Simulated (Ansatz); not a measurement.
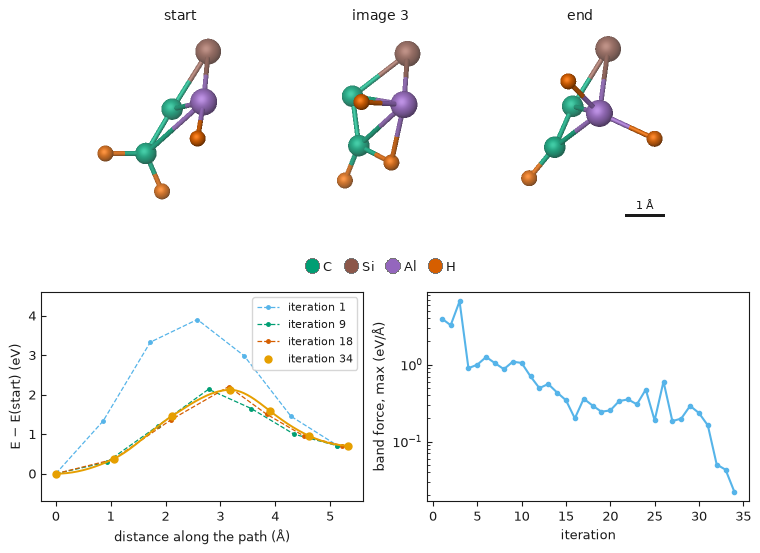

A nudged-elastic-band calculation for C$_{2}$H$_{3}$AlSi. Images are numbered from 0 (start) to 6 (end). The plot follows the band through its iterations. Style: ball-and-stick. Shown from a free direction.

All numbers below come from UKS revPBE/def2-SVP in Ansatz. Set-up: 5 movable images; climbing image; force threshold 0.03 eV/Å; iteration limit 60; starting path by straight interpolation.

Question: Judge this run.

Answer: The run is converged, with reservations. The band converged in 34 iterations. The largest component of the band force went from 4 to 0.022 eV/Å. The climbing image converged on the top of the path. Its curvatures weren't checked. The straight starting path can push atoms close together and costs iterations. The first iteration put the highest image at 3.90 eV. The highest point, image 3, lies 2.12 eV above the start and 1.41 eV above the end; the end is at +0.71 eV relative to the start.
